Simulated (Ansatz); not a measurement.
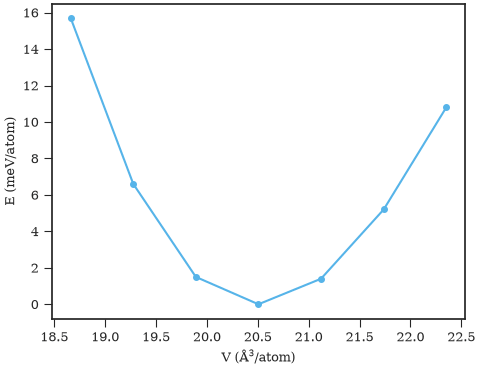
*K$_{2}$Sn$_{2}$O$_{3}$ in space group I2_13 (No. 199; K on 8a, Sn on 8a, O on 12b) under volume change, PBEsol (plane waves, PAW; program Ansatz), shape and atoms relaxed at each volume.*

What does a third-order Birch–Murnaghan fit give for V₀, B₀ and B′?

V₀ = 20.51 Å³/atom, B₀ = 25.0 GPa, B′ = 5.2.

The workflow started from a Materials Project entry (that database holds measured and hypothetical structures alike); the Crystallography Open Database copy checked does not list it. COD files the formula under space group No. 166. Whether it is the stable phase at ambient conditions was not checked. The PBEsol relaxation kept the symmetry of its start; whether a distortion lowers the energy is not shown. Scalar-relativistic: spin–orbit coupling is off unless named, which matters more the heavier the elements.

Potentials: the earlier of the program's two PAW sets. The files were generated under PBE; for other functionals the program regenerates the frozen cores, and for LDA and PBEsol the local potential too.
